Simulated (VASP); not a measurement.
## TaSi2: structure and properties in VASP

Aim: relax TaSi2, then compute properties on the relaxed cell. The steps: relaxing cell and atoms (vdW-DF2), second relaxation, single point with fields (vdW-DF2), band structure (vdW-DF2), total and projected DOS (vdW-DF2), core levels (vdW-DF2), optical spectrum (vdW-DF2) and density of states (vdW-DF2), changed input. The start is a cell from a database of measured crystal structures.

Calculated with VASP 6.6.1; vdW-DF2; plane waves and PAW (Ta_pv, Si).

The database entry behind the starting cell has ideal inner coordinates that were not refined, so it need not match the best structure at ambient conditions.

## Step 1: The starting structure

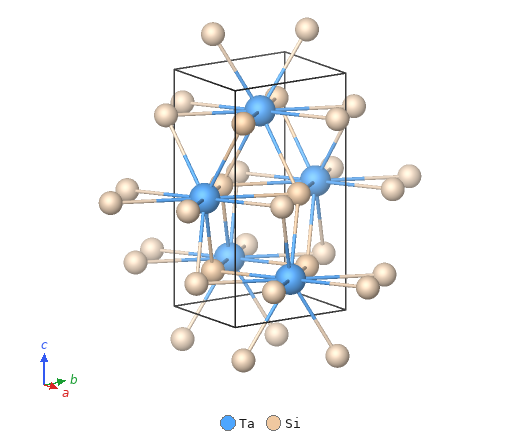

The starting structure, seen slightly off an axis (tantalum blue, silicon light orange). Some periodic images of atoms are drawn too.

Structure file:

```
Ta Si
1.0
     4.78000    0.00000    0.00000
    -2.39000    4.13960    0.00000
     0.00000    0.00000    6.56400
Ta Si
3 6
Direct
  0.00000 0.50000 0.16667
  0.50000 0.50000 0.83333
  0.50000 0.00000 0.50000
  0.33330 0.16665 0.16667
  0.16665 0.83335 0.83333
  0.83335 0.66670 0.50000
  0.66670 0.83335 0.16667
  0.83335 0.16665 0.83333
  0.16665 0.33330 0.50000
```

## Step 2: Relaxing cell and atoms (vdW-DF2)

Properties are meant for the cell that this level of theory prefers, so cell and atoms are relaxed first (ISIF = 3) until forces and stress are small; EDIFFG sets the threshold. vdW-DF2 was tuned for molecules and tends to expand solids. LUSE_VDW switches on a nonlocal correlation term for dispersion.

INCAR

```
SYSTEM = TaSi2
PREC = Accurate
ENCUT = 400
EDIFF = 1E-06
NELM = 100
ISMEAR = 0
SIGMA = 0.05
LREAL = .FALSE.
ALGO = Normal
GGA = ML
AGGAC = 0
LUSE_VDW = .TRUE.
ZAB_VDW = -1.8867
LASPH = .TRUE.
NBANDS = 37
LORBIT = 11
LWAVE = .FALSE.
LCHARG = .FALSE.
KPAR = 4
IBRION = 2
NSW = 60
ISIF = 3
EDIFFG = -0.01
```

POSCAR

```
TaSi2
1.0
    4.7800000000      0.0000000000      0.0000000000
   -2.3900000000      4.1396014301      0.0000000000
    0.0000000000      0.0000000000      6.5640000000
Ta Si
3 6
Direct
    0.0000000000      0.5000000000      0.1666666667
    0.5000000000      0.5000000000      0.8333333333
    0.5000000000      0.0000000000      0.5000000000
    0.3333000000      0.1666500000      0.1666666667
    0.1666500000      0.8333500000      0.8333333333
    0.8333500000      0.6667000000      0.5000000000
    0.6667000000      0.8333500000      0.1666666667
    0.8333500000      0.1666500000      0.8333333333
    0.1666500000      0.3333000000      0.5000000000
```

KPOINTS

```
Automatic mesh
0
Gamma
6 6 4
0 0 0
```

Potentials, in the order of the species: Ta_pv and Si (PBE family, release 64).

Launch:

```console
mpirun -np 4 vasp_std
```

Log:

```text
[banner, memory and clock lines left out]
running    4 mpi-ranks, on    1 nodes
 distrk:  each k-point on    1 cores,    4 groups
 distr:  one band on    1 cores,    1 groups

 POSCAR found type information on POSCAR TaSi
 POSCAR found :  2 types and       9 ions
|                                                                             |
|               ----> ADVICE to this user running VASP <----                  |
|                                                                             |
|     You have switched on vdW-DFT.                                           |
|     This routine was written and supplied by Jiri Klimes. We recommend      |
|     that you carefully read and cite the following publications:            |
|       J. Klimes, D.R. Bowler, A. Michelides                                 |
|          J. Phys.: Cond Matt. 22 022201 (2010)                              |
|       J. Klimes, D.R. Bowler, A. Michelides                                 |
|          Phys. Rev. B. 83, 195131 (2011)                                    |
|     and references therein.                                                 |
|                                                                             |

|                                                                             |
|               ----> ADVICE to this user running VASP <----                  |
|                                                                             |
|     You enforced a specific xc type in the INCAR file but a different       |
|     [... a line on the potential file left out ...]
|     I HOPE YOU KNOW WHAT YOU ARE DOING!                                     |
|                                                                             |

 LDA part: xc-table for (Slater+PW92), standard interpolation
 POSCAR, INCAR and KPOINTS ok, starting setup
 FFT: planning ... GRIDC
 FFT: planning ... GRID_SOFT
 FFT: planning ... GRID
 WAVECAR not read
 entering main loop
       N       E                     dE             d eps       ncg     rms          rms(c)
DAV:   1     0.372425789475E+03    0.37243E+03   -0.24443E+04  1586   0.119E+03
DAV:   2    -0.313968926290E+02   -0.40382E+03   -0.39479E+03  1822   0.331E+02
DAV:   3    -0.481426687397E+02   -0.16746E+02   -0.16468E+02  1975   0.617E+01
DAV:   4    -0.484405815829E+02   -0.29791E+00   -0.29630E+00  1972   0.841E+00
DAV:   5    -0.484454986825E+02   -0.49171E-02   -0.49110E-02  1949   0.107E+00    0.305E+01
DAV:   6    -0.463268475875E+02    0.21187E+01   -0.10960E+01  1947   0.145E+01    0.135E+01
DAV:   7    -0.463025282997E+02    0.24319E-01   -0.59502E-01  1948   0.382E+00    0.511E+00
DAV:   8    -0.463150972377E+02   -0.12569E-01   -0.70072E-02  1973   0.155E+00    0.401E-01
DAV:   9    -0.463179811686E+02   -0.28839E-02   -0.65986E-03  1980   0.382E-01    0.170E-01
DAV:  10    -0.463190905938E+02   -0.11094E-02   -0.23330E-03  1866   0.250E-01    0.464E-02
DAV:  11    -0.463191591019E+02   -0.68508E-04   -0.13753E-04  1900   0.624E-02    0.164E-02
DAV:  12    -0.463191716260E+02   -0.12524E-04   -0.35965E-05  1908   0.331E-02    0.759E-03
DAV:  13    -0.463191741993E+02   -0.25733E-05   -0.56924E-06  1690   0.119E-02    0.221E-03
DAV:  14    -0.463191747161E+02   -0.51685E-06   -0.13985E-06  1402   0.627E-03
   1 F= -.46319175E+02 E0= -.46315572E+02  d E =-.463192E+02
 curvature:   0.00 expect dE= 0.000E+00 dE for cont linesearch  0.000E+00
 trial: gam= 0.00000 g(F)=  0.183E+00 g(S)=  0.203E+01 ort = 0.000E+00 (trialstep = 0.100E+01)
 search vector abs. value=  0.221E+01
 bond charge predicted
       N       E                     dE             d eps       ncg     rms          rms(c)
DAV:   1    -0.537028772268E+02   -0.73837E+01   -0.23852E+02  1864   0.114E+02    0.218E+01
DAV:   2    -0.471897050540E+02    0.65132E+01   -0.36989E+01  1866   0.283E+01    0.671E+00
DAV:   3    -0.463999965391E+02    0.78971E+00   -0.29879E+00  1889   0.715E+00    0.314E+00
DAV:   4    -0.462169087260E+02    0.18309E+00   -0.69096E-01  1984   0.403E+00    0.801E-01
DAV:   5    -0.462100967489E+02    0.68120E-02   -0.99681E-02  2060   0.145E+00    0.611E-01
DAV:   6    -0.462112564761E+02   -0.11597E-02   -0.11288E-02  1866   0.478E-01    0.178E-01
DAV:   7    -0.462110430100E+02    0.21347E-03   -0.32100E-03  2116   0.221E-01    0.514E-02
DAV:   8    -0.462110453775E+02   -0.23675E-05   -0.23259E-04  2023   0.734E-02    0.205E-02
DAV:   9    -0.462110505850E+02   -0.52075E-05   -0.14315E-05  1853   0.208E-02    0.655E-03
DAV:  10    -0.462110517678E+02   -0.11828E-05   -0.18251E-06  1407   0.686E-03    0.242E-03
DAV:  11    -0.462110520269E+02   -0.25911E-06   -0.65825E-07  1103   0.430E-03
   2 F= -.46211052E+02 E0= -.46207829E+02  d E =0.108123E+00
[... from here on, the cycles between the ionic steps are left out ...]
   3 F= -.46794651E+02 E0= -.46791649E+02  d E =-.475476E+00
   4 F= -.46794887E+02 E0= -.46791882E+02  d E =-.475713E+00
   5 F= -.46844413E+02 E0= -.46841401E+02  d E =-.495262E-01
   6 F= -.46853026E+02 E0= -.46849956E+02  d E =-.581385E-01
   7 F= -.46865679E+02 E0= -.46862707E+02  d E =-.126531E-01
   8 F= -.46865999E+02 E0= -.46863093E+02  d E =-.129734E-01
   9 F= -.46865980E+02 E0= -.46863130E+02  d E =0.187854E-04
 trial-energy change:    0.000019  1 .order    0.000026   -0.000394    0.000447
 step:   0.4979(harm=  0.4839)  dis= 0.00038  next Energy=   -46.866095 (dE=-0.959E-04)
 bond charge predicted
       N       E                     dE             d eps       ncg     rms          rms(c)
DAV:   1    -0.468664501253E+02   -0.46977E-03   -0.11717E-02  1823   0.761E-01    0.155E-01
DAV:   2    -0.468661546454E+02    0.29548E-03   -0.10823E-03  1781   0.181E-01    0.525E-02
DAV:   3    -0.468661105253E+02    0.44120E-04   -0.81715E-05  1973   0.524E-02    0.170E-02
DAV:   4    -0.468660992620E+02    0.11263E-04   -0.17333E-05  1814   0.221E-02    0.739E-03
DAV:   5    -0.468660972324E+02    0.20296E-05   -0.15990E-06  1240   0.769E-03    0.416E-03
DAV:   6    -0.468660960099E+02    0.12225E-05   -0.31869E-07   962   0.319E-03    0.476E-04
DAV:   7    -0.468660960661E+02   -0.56136E-07   -0.79249E-08   897   0.151E-03
  10 F= -.46866096E+02 E0= -.46863217E+02  d E =-.969671E-04
 curvature:  -0.27 expect dE=-0.269E-05 dE for cont linesearch -0.628E-07
 trial: gam= 0.04242 g(F)=  0.811E-06 g(S)=  0.904E-05 ort =-0.996E-05 (trialstep = 0.926E+00)
 search vector abs. value=  0.978E-05
 reached required accuracy - stopping structural energy minimisation
```

Run time: 13 min. Hardware: 4 MPI ranks of Intel Xeon Platinum 8488C (Sapphire Rapids), shared host; peak memory 2 GiB; 51 min of CPU time.

The logs omit lines about the potential files and the build; timing stands in the text.

OUTCAR, selected parts (step 2):

```text
ion  position               nearest neighbor table
   1  0.000  0.500  0.167-   6 2.59   9 2.59   8 2.59   5 2.59   4 2.76   7 2.76   4 2.76   7 2.76
                             7 2.76   4 2.76   3 3.24   3 3.24   2 3.24   2 3.24
   2  0.500  0.500  0.833-   6 2.59   9 2.59   7 2.59   4 2.59   5 2.76   8 2.76   5 2.76   8 2.76
                             8 2.76   5 2.76   3 3.24   3 3.24   1 3.24   1 3.24
   3  0.500  0.000  0.500-   4 2.59   7 2.59   5 2.59   8 2.59   9 2.76   6 2.76   9 2.76   6 2.76
                             9 2.76   6 2.76   2 3.24   1 3.24   2 3.24   1 3.24
   4  0.333  0.167  0.167-   9 2.59   5 2.59   3 2.59   2 2.59   7 2.76   1 2.76   1 2.76   1 2.76
                             7 2.76   7 2.76
   5  0.167  0.833  0.833-   6 2.59   4 2.59   3 2.59   1 2.59   8 2.76   2 2.76   2 2.76   2 2.76
                             8 2.76   8 2.76
   6  0.833  0.667  0.500-   5 2.59   7 2.59   1 2.59   2 2.59   9 2.76   3 2.76   3 2.76   3 2.76
                             9 2.76   9 2.76
   7  0.667  0.833  0.167-   6 2.59   8 2.59   3 2.59   2 2.59   4 2.76   1 2.76   1 2.76   1 2.76
                             4 2.76   4 2.76
   8  0.833  0.167  0.833-   9 2.59   7 2.59   3 2.59   1 2.59   5 2.76   2 2.76   2 2.76   2 2.76
                             5 2.76   5 2.76
   9  0.167  0.333  0.500-   8 2.59   4 2.59   1 2.59   2 2.59   6 2.76   3 2.76   3 2.76   3 2.76
                             6 2.76   6 2.76

  LATTYP: Found a hexagonal cell.
 ALAT       =     4.7800000000
 C/A-ratio  =     1.3732217573

 Subroutine GETGRP returns: Found 12 space group operations
 (whereof  4 operations were pure point group operations)

The static configuration has the point symmetry D_2 .
 The point group associated with its full space group is D_6 .

 Found     21 irreducible k-points:

   k-points           NKPTS =     21   k-points in BZ     NKDIM =     21   number of bands    NBANDS=     37

   dimension x,y,z NGX =    32 NGY =   32 NGZ =   48
   dimension x,y,z NGXF=    64 NGYF=   64 NGZF=   96

   ENCUT  =  400.0 eV  29.40 Ry    5.42 a.u.   7.79  7.79 10.70*2*pi/ulx,y,z

   NELECT =      57.0000    total number of electrons

 k-points in reciprocal lattice and weights: Automatic mesh
   0.00000000  0.00000000  0.00000000       0.007
   0.16666667  0.00000000  0.00000000       0.042
   0.33333333  0.00000000  0.00000000       0.042
   0.50000000  0.00000000  0.00000000       0.021
   0.16666667  0.16666667  0.00000000       0.042
   0.33333333  0.16666667  0.00000000       0.083
   0.33333333  0.33333333  0.00000000       0.014
   0.00000000  0.00000000  0.25000000       0.014
   0.16666667  0.00000000  0.25000000       0.083
[...]
0.33333333  0.16666667  0.50000000       0.083
   0.33333333  0.33333333  0.50000000       0.014

 average (electrostatic) potential at core
       1 -34.9245       2 -34.9245       3 -34.9245       4 -81.5981       5 -81.5981
       6 -81.5981       7 -81.5981       8 -81.5981       9 -81.5981

 E-fermi :   8.6329

 k-point     1 :       0.0000    0.0000    0.0000
  band No.  band energies     occupation
    ...
     25       6.4168      2.00000
     26       6.4168      2.00000
     27       6.6538      2.00000
     28       6.6538      2.00000
     29       7.2769      2.00000
     30       9.5222      0.00000
     31      11.4882      0.00000
     32      11.4882      0.00000
     33      11.5182      0.00000
     34      11.7895      0.00000
    ...

 k-point     2 :       0.1667    0.0000    0.0000
  band No.  band energies     occupation
    ...
     25       6.4341      2.00000
     26       6.7250      2.00000
     27       6.8041      2.00000
     28       7.0520      2.00000
     29       7.1967      2.00000
     30       9.4497      0.00000
     31      10.5733      0.00000
     32      11.0242      0.00000
     33      11.2767      0.00000
     34      11.4830      0.00000
    ...

 k-point     3 :       0.3333    0.0000    0.0000
  band No.  band energies     occupation
    ...
     25       6.8101      2.00000
     26       7.2619      2.00000
     27       7.4460      2.00000
     28       7.8162      2.00000
     29       8.0249      2.00000
     30       8.8751      0.00000
     31       9.8792      0.00000
     32      10.2617      0.00000
     33      10.7902      0.00000
     34      11.1108      0.00000
    ...

Total vdW correction in eV:      5.7779309

  Total        0.0270615      0.0270615     -0.0148637      0.0000000      0.0000000      0.0000000
  in kB        0.3097177      0.3097177     -0.1701148      0.0000000      0.0000000      0.0000000
  external PRESSURE =       0.1497736 kB  Pullay stress =       0.0000000 kB

  energy-cutoff  :      400.00
  volume of cell :      139.99
      direct lattice vectors                 reciprocal lattice vectors
     4.915948155 -0.000000000 -0.000000000     0.203419558  0.117444336 -0.000000000
    -2.457974078  4.257335986  0.000000000     0.000000000  0.234888673  0.000000000
     0.000000000 -0.000000000  6.688848462    -0.000000000 -0.000000000  0.149502565

 POSITION                                       TOTAL-FORCE (eV/Angst)
 -----------------------------------------------------------------------------------
     -1.22899      2.12867      1.11481        -0.000000     -0.000000     -0.000000
      1.22899      2.12867      5.57404        -0.000000      0.000000      0.000000
      2.45797      0.00000      3.34442        -0.000000      0.000000     -0.000000
      1.17233      0.67685      1.11481        -0.001449     -0.000837     -0.000000
     -1.28564      3.58049      5.57404        -0.001449      0.000837      0.000000
      2.45797      2.90364      3.34442        -0.000000      0.001674      0.000000
      1.28564      3.58049      1.11481         0.001449      0.000837     -0.000000
      3.74362      0.67685      5.57404         0.001449     -0.000837     -0.000000
     -0.00000      1.35369      3.34442        -0.000000     -0.001674     -0.000000
 -----------------------------------------------------------------------------------
    total drift:                                0.000000     -0.000000      0.000000

  FREE ENERGIE OF THE ION-ELECTRON SYSTEM (eV)
  ---------------------------------------------------
  free  energy   TOTEN  =       -46.8660960661 eV

  energy  without entropy=      -46.8603372486  energy(sigma->0) =      -46.86321666

Total vdW correction in eV:      5.7779264

 reached required accuracy - stopping structural energy minimisation

 total charge
# of ion       s       p       d       tot
------------------------------------------
    1        0.267   6.160   2.443   8.870
    2        0.267   6.160   2.443   8.870
    3        0.267   6.160   2.443   8.870
    4        0.761   0.855   0.000   1.616
    5        0.761   0.855   0.000   1.616
    6        0.761   0.855   0.000   1.616
    7        0.761   0.855   0.000   1.616
    8        0.761   0.855   0.000   1.616
    9        0.761   0.855   0.000   1.616
--------------------------------------------------
tot          5.365  23.610   7.328  36.303

[... 3 further parts left out ...]
```

CONTCAR:

```
TaSi2
   1.00000000000000
     4.9159481553487616   -0.0000000000000000   -0.0000000000000000
    -2.4579740776743808    4.2573359862305455    0.0000000000000000
     0.0000000000000000   -0.0000000000000000    6.6888484617896413
  Ta              Si
     3     6
Direct
     0.0000000000000000    0.5000000000000000    0.1666666667000030
     0.5000000000000000    0.5000000000000000    0.8333333332999970
     0.5000000000000000    0.0000000000000000    0.5000000000000000
     0.3179671864601467    0.1589835932300694    0.1666666667000030
     0.1589835932300702    0.8410164067699306    0.8333333332999970
     0.8410164067699306    0.6820328135398541    0.5000000000000000
     0.6820328135398532    0.8410164067699306    0.1666666667000030
     0.8410164067699297    0.1589835932300694    0.8333333332999970
     0.1589835932300694    0.3179671864601459    0.5000000000000000
```

This run has no spin polarisation. Its electron count is odd, so without a moment it is a metal by construction. The k-mesh is coarse for a metal. The PAW data sets were made with PBE, which is usual practice but a small mismatch for other functionals. The run keeps the 12 symmetry operations of its start, so it cannot find a distortion of lower symmetry.

Step by step:

| step | energy less that of the first step (eV) | largest force (eV/Å) | pressure (GPa) | volume (Å³) |
| --- | --- | --- | --- | --- |
| 1 | 0.0000 | 0.7950 | 13.82 | 129.88 |
| 2 | 0.1081 | 0.0876 | -11.99 | 154.72 |
| 3 | -0.4755 | 0.4074 | -0.81 | 140.87 |
| 4 | -0.4757 | 0.4147 | -0.53 | 140.61 |
| 5 | -0.5252 | 0.2507 | -0.32 | 140.54 |
| 6 | -0.5339 | 0.1609 | -0.13 | 140.48 |
| 7 | -0.5465 | 0.0297 | -0.17 | 140.20 |
| 8 | -0.5468 | 0.0040 | -0.16 | 140.15 |
| 9 | -0.5468 | 0.0009 | 0.20 | 139.82 |
| 10 | -0.5469 | 0.0017 | 0.01 | 139.99 |

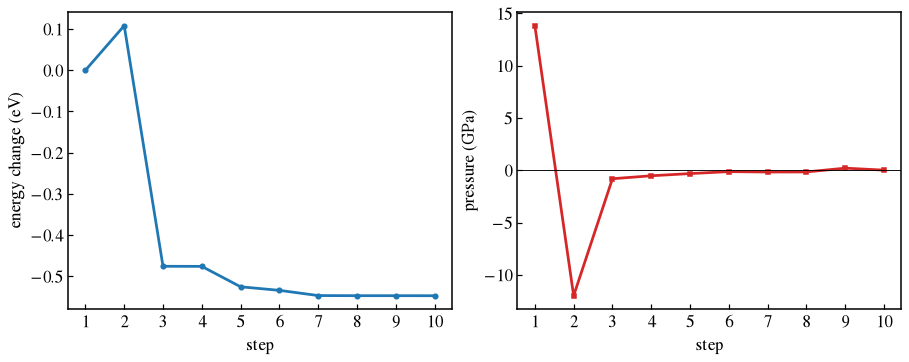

Energy and pressure along the relaxation.

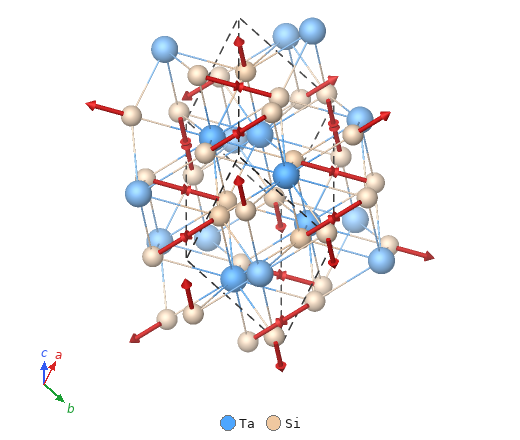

Displacements in the relaxation, exaggerated, measured against the changing cell; the longest in the cell stands for 0.07 Å. Some periodic images of atoms are drawn too.

| conventional cell, symmetrised | before | after | change |
| --- | --- | --- | --- |
| a (Å) | 4.780 | 4.916 | +2.8 % |
| b (Å) | 4.780 | 4.916 | +2.8 % |
| c (Å) | 6.564 | 6.689 | +1.9 % |
| volume (Å³/atom) | 14.43 | 15.55 | +7.8 % |

The atoms that moved most (Å, as changes of fractional coordinates times the final cell):

| atom | dx | dy | dz | length |
| --- | --- | --- | --- | --- |
| Si8 | 0.057 | -0.033 | 0.000 | 0.065 |
| Si5 | -0.057 | 0.033 | 0.000 | 0.065 |
| Si7 | 0.057 | 0.033 | 0.000 | 0.065 |
| Si4 | -0.057 | -0.033 | 0.000 | 0.065 |
| Si6 | 0.000 | 0.065 | 0.000 | 0.065 |
| Si9 | 0.000 | -0.065 | 0.000 | 0.065 |

The relaxed structure:

```
Ta Si
1.0
     4.91595    0.00000    0.00000
    -2.45797    4.25734    0.00000
     0.00000    0.00000    6.68885
Ta Si
3 6
Direct
  0.00000 0.50000 0.16667
  0.50000 0.50000 0.83333
  0.50000 0.00000 0.50000
  0.31797 0.15898 0.16667
  0.15898 0.84102 0.83333
  0.84102 0.68203 0.50000
  0.68203 0.84102 0.16667
  0.84102 0.15898 0.83333
  0.15898 0.31797 0.50000
```

Numbers from this step:

```yaml
electrons: 57
bands: 37
irreducible_k_points: 21
symmetry_operations: 12
free_energy_toten: -46.87 eV
energy_at_zero_smearing: -46.86 eV
fermi_energy: 8.633 eV
pressure: 0.01498 GPa
metallic: yes
scf_cycles_over_all_ionic_steps: 80
```

It ends with a largest force of 0.002 eV/Å and a pressure of 0.01 GPa. The volume lies +7.8 % from that of the database's start.

(Continued in part 2 of 4.)

[Lines on the potential files, build, host, timing and source positions are cut from VASP's logs without a mark.]

[Logs are printed without paths, hosts, clocks, repeated set-up lines and the standing remarks that a program may print on its own settings, such as how far it seeks lower states.]

[Hosts, paths, dates, database ids (printed as entryN), source tags and the programs' standing remarks are cut or masked in the printed files.]

[A measured line is paired with the nearest computed mode of its activity, which favours agreement.]
